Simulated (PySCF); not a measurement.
**triplet Si4 at 3 levels**

Aim: a comparison of 3 runs (UHF/3-21G, UB3LYP/6-31G*, UB3LYP/aug-cc-pVDZ) of triplet Si4. Input form: a Python script.

The calculation is run with PySCF 2.14.0.

1 further run of the same task is left out (set aside as unsound or not needed).

## Step 1: The structure to begin with

Si4: 4 atoms, total charge 0, spin state triplet. SMILES of the parent species: `[Si]1[Si][Si][Si]1`. Geometry: relaxed at GFN2-xTB. That shape belongs to the parent species and isn't relaxed for this state.

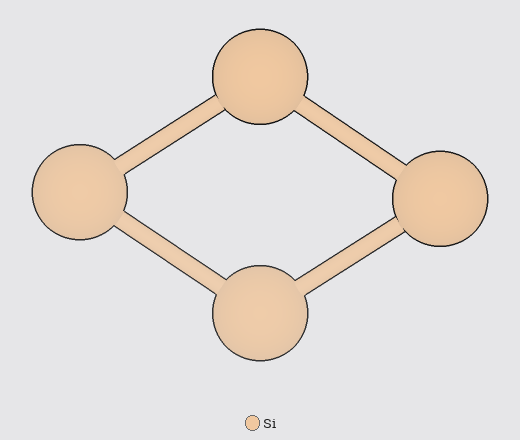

Viewed from a chosen angle; silicon light orange.

## Step 2: The energy at UHF/3-21G (run 1)

Contents of input.py:

```python
from pyscf import gto, scf

system = gto.M(
    atom='''
Si       1.034120      -0.476140       1.525080
Si      -0.921360       0.442170       0.763360
Si      -1.025220       0.495440      -1.524760
Si       0.912460      -0.461460      -0.763680
''',
    spin=2,
    verbose=3,
    max_memory=1860,
    basis='3-21g',
)

calc0 = scf.UHF(system)
calc0.conv_tol = 1e-10
calc0.kernel()
if not calc0.converged:
    calc0 = calc0.newton().run(calc0.mo_coeff, calc0.mo_occ)

energy = calc0.e_tot
print('Final energy', energy)
```

Command:

```sh
$ OMP_NUM_THREADS=1 python input.py
```

The log of the run:

```text
WARN: HOMO -0.0866452688176762 >= LUMO -0.14991737090284

converged SCF energy = -1149.48677618405  <S^2> = 2.1829084  2S+1 = 3.1195567
Final energy -1149.486776184054
```

It took 1.1 s on 1 thread of AMD EPYC 7B13 (Zen 3), shared host; peak memory 0.11 GiB.

## Step 3: The energy at UB3LYP/6-31G(d) (spherical functions) (run 2)

Contents of input.py:

```python
from pyscf import gto, dft

system = gto.M(
    atom='''
Si   1.034120  -0.476140   1.525080
Si  -0.921360   0.442170   0.763360
Si  -1.025220   0.495440  -1.524760
Si   0.912460  -0.461460  -0.763680
''',
    verbose=3,
    spin=2,
    max_memory=1860,
    charge=0,
    basis='6-31g*',
)

mf = dft.UKS(system)
mf.xc = 'b3lyp'
mf.conv_tol = 1e-10
mf.grids.level = 5
mf.kernel()
if not mf.converged:
    mf = mf.newton().run(mf.mo_coeff, mf.mo_occ)

etot = mf.e_tot
print('E = %.10f Eh' % etot)
```

Command:

```sh
$ OMP_NUM_THREADS=1 python input.py
```

The log of the run:

```text
WARN: HOMO -0.147021944913326 >= LUMO -0.19877575950908

converged SCF energy = -1157.85107811315  <S^2> = 2.0279137  2S+1 = 3.0185518
E = -1157.8510781131 Eh
```

Wall time 15 s (1 thread of AMD EPYC 7B13 (Zen 3), shared host); peak memory 0.39 GiB.

## Step 4: The energy at UB3LYP/aug-cc-pVDZ (run 3)

Contents of input.py:

```python
from pyscf import gto, dft

mol = gto.M(
    atom='Si 1.034120 -0.476140 1.525080; Si -0.921360 0.442170 0.763360; Si -1.025220 0.495440 -1.524760; Si 0.912460 -0.461460 -0.763680',
    basis='aug-cc-pvdz',
    charge=0,
    verbose=4,
    max_memory=1860,
    spin=2,
)

myscf = dft.UKS(mol, xc='b3lyp')
myscf.conv_tol = 1e-10
myscf.grids.level = 5
myscf.kernel()
if not myscf.converged:
    myscf = myscf.newton().run(myscf.mo_coeff, myscf.mo_occ)

e_tot = myscf.e_tot
print('Final energy', e_tot)
```

Command:

```sh
$ OMP_NUM_THREADS=1 python input.py
```

The log of the run:

```text
PySCF version 2.14.0

[... 53 lines left out ...]
WARN: HOMO -0.149484455650001 >= LUMO -0.199067778735601
[... 50 lines left out ...]
converged SCF energy = -1157.93045419864  <S^2> = 2.0272637  2S+1 = 3.0181211
Final energy -1157.9304541986367
```

Run time: 24 s. Hardware: 1 thread of AMD EPYC 7B13 (Zen 3), shared host; peak memory 0.58 GiB.

## Step 5: All runs side by side

```
run                                level  integration grid   energy (Eh)  dipole moment (D)  HOMO energy (eV)  LUMO energy (eV)  wall time
  1                            UHF/3-21G                 –  -1149.486776               0.02             -7.80             -1.37      1.1 s
  2  UB3LYP/6-31G* (spherical functions)                 5  -1157.851078               0.01             -5.14             -4.44       15 s
  3                   UB3LYP/aug-cc-pVDZ                 5  -1157.930454               0.01             -5.12             -4.43       24 s
```

## Step 6: Summary of results

```
                                 quantity           value
                      run 3: total energy  -1157.93045 Eh
                     run 3: dipole moment          0.01 D
run 3: HOMO energy (highest over α and β)        -5.12 eV
 run 3: LUMO energy (lowest over α and β)        -4.43 eV
                              run 3: ⟨S²⟩           2.027
```

In words: Spin contamination of the reference: run 1 ⟨S²⟩ = 2.18. All runs together took 40 s, the longest 24 s.
